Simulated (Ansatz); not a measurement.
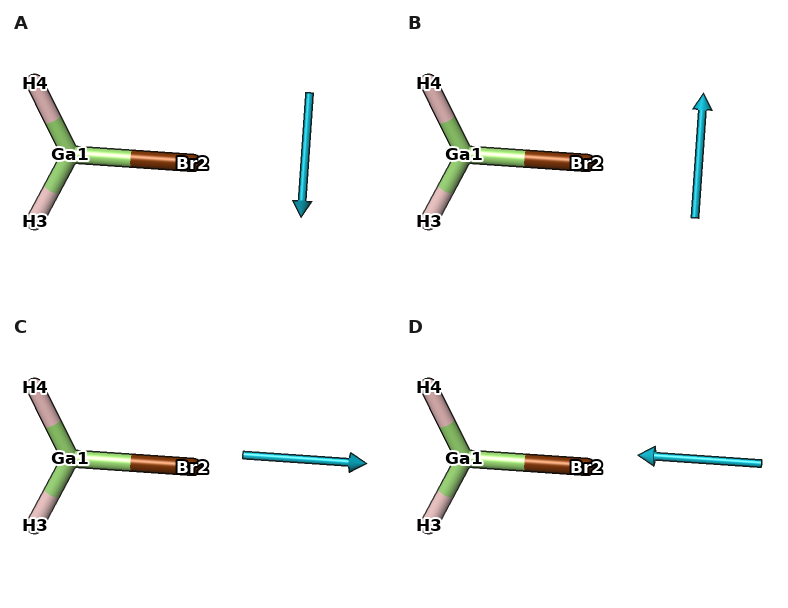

The same molecule four times, each with an arrow. Computed geometry: PBE0-D4/def2-TZVP optimisation. Properties computed with RKS PBE0-D4/def2-TZVP (Ansatz 0.2.0).

Which arrow points along the dipole moment, from the negative to the positive end?

D. The dipole moment is 1.85 D; it points from the side of Br2 to the side of H3, H4 (the outermost atoms at the two ends).
